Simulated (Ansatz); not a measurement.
**Pressure series in hypothetical Pm-3n SiC**

The reference is SiC (space group Pm-3n, No. 223; a = 5.331 Å; a hypothetical phase, not in the database extracts checked).

Cell and atoms are relaxed at each pressure.

Method: PBEsol (Ansatz, a program for electronic structure; PAW; 420 eV plane waves; scalar-relativistic without spin-orbit coupling).

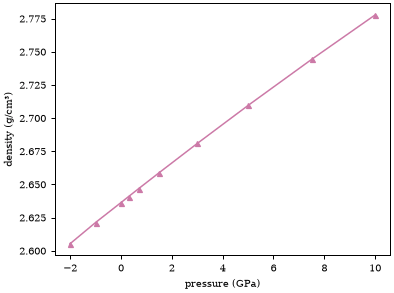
Fig. 1. Density against pressure

From the plot, what is the density for pressure 3 GPa?

About 2.68 g/cm³.

Is the trend monotonic over the range shown?

Yes, it rises throughout, spanning 2.61 g/cm³ to 2.78 g/cm³.

Load acts through the strain it causes; cell and atoms are relaxed under it. Whether these cells are dynamically stable was not tested. Competing high-pressure phases were not computed.
